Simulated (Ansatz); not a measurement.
## Electronic structure of Cl$_{2}$H$_{4}$W···H$_{2}$O in real space

Input

```
crystal:
  periodic: [false, false, false]
  atoms:
    - { symbol: W, position_ang: [0.0, 0.0, 0.0] }
    - { symbol: O, position_ang: [0.0, 0.0, 2.29] }
    - { symbol: H, position_ang: [-0.9095, -0.2814, 2.6271] }
    - { symbol: H, position_ang: [1.72, 0.0, 0.0] }
    - { symbol: H, position_ang: [0.0, 1.72, 0.0] }
    - { symbol: Cl, position_ang: [-2.39, 0.0, 0.0] }
    - { symbol: H, position_ang: [0.0, -1.72, 0.0] }
    - { symbol: H, position_ang: [0.0, 0.0, -1.72] }
    - { symbol: Cl, position_ang: [-1.9177, 1.685, 0.8482] }
    - { symbol: H, position_ang: [-0.9971, 0.8761, 2.0562] }
basis:
  gaussian: { orbitals: def2-SVP }
hamiltonian:
  xc: pbe0
relax:
  f_tol: 0.15
  max_steps: 25
  restrain:
    - { distance: [0, 8], at: 2.39, k: 30.0 }
    - { distance: [9, 1], at: 1.01, k: 30.0 }
    - { distance: [0, 1], at: 3.14, k: 30.0 }
    - { distance: [9, 8], at: 2.57, k: 30.0 }
output:
  orbitals: {}
```

Launched as:

```sh
ansatz run input.yaml --threads 2 --pin off --max-ram 3072MiB --backend cpu --events-out ev --progress --plain --runs-dir out
```

The fields are those of the run's last geometry, not of the input's.

Core potentials replace the inner electrons of W; not at a stationary point (largest force 1.1 eV/Å).

Computed with RKS PBE0/def2-SVP (Ansatz).

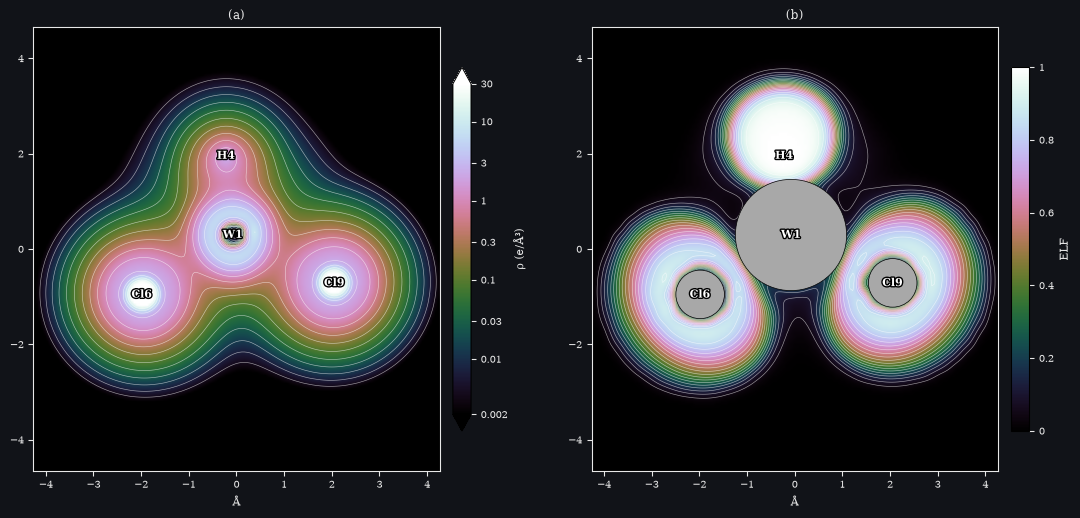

Figure 1. (a) electron density; (b) electron localisation function on the plane of atoms H4, W1 and Cl6. Grey discs cover the atomic cores in the ELF map.

**Read the bonding off the picture.**

The section cuts through W, H and Cl sites.
W–Cl (2.28 Å): the density is about 0.7 e/Å³ at the midpoint; the ELF peaks at about 0.85 in the valence shell of Cl, 0.8 Å from its nucleus, and is about 0.40 at the midpoint.
W–Cl (2.36 Å): ρ at the midpoint is about 0.59 e/Å³; the ELF peaks at about 0.85 in the valence shell of Cl, 0.8 Å from its nucleus, and is about 0.40 at the midpoint.
W–H (1.66 Å): ρ at the midpoint is about 1.7 e/Å³; the ELF climbs to about 1 towards the hydrogen.

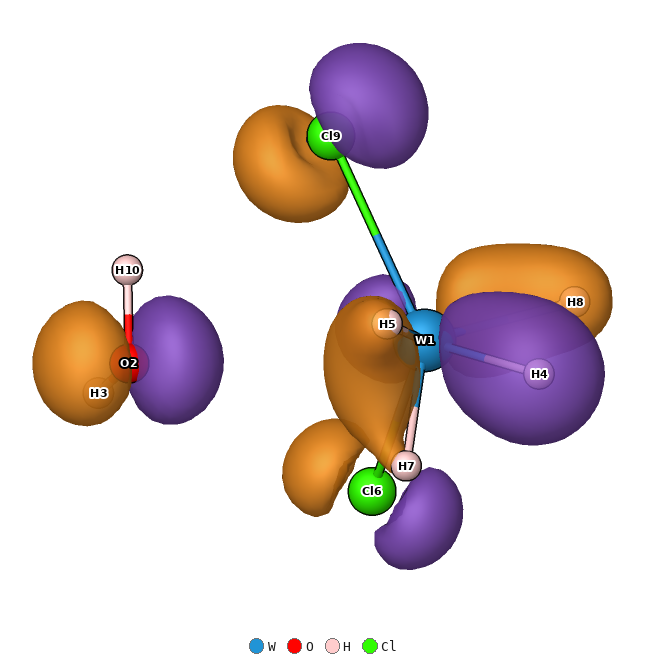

Figure 2. The HOMO−1 at ±0.15 Å⁻³ᐟ² (orange and purple are the two phases), seen at a tilt.

**Describe this orbital and give its energy.**

By Hirshfeld shares it lies mainly on W1 (about 30 %), O2 (about 20 %), Cl9 (about 15 %), H4 (about 10 %) and Cl6 (about 10 %). Its energy is −8.78 eV.

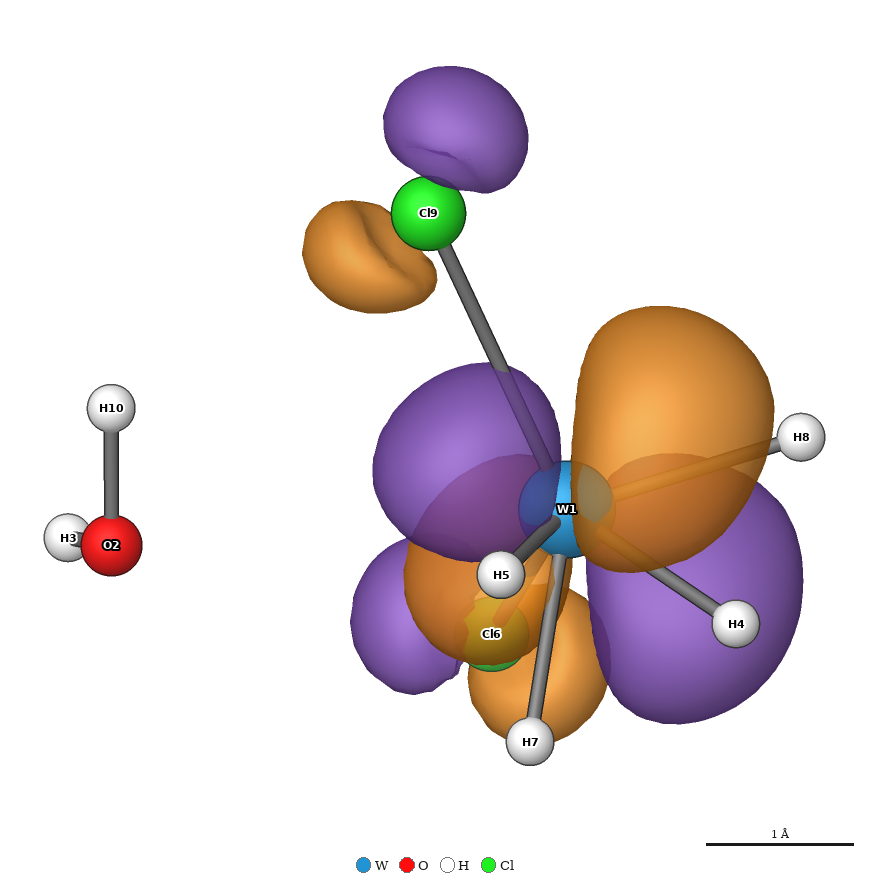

Figure 3. The LUMO at ±0.15 Å⁻³ᐟ² (orange and purple are the two phases), seen at an oblique angle.

**Describe this orbital and give its energy.**

It lies mainly on W1 (about 70 %), Cl6 (about 10 %) and Cl9 (about 10 %). Its energy is −3.49 eV.
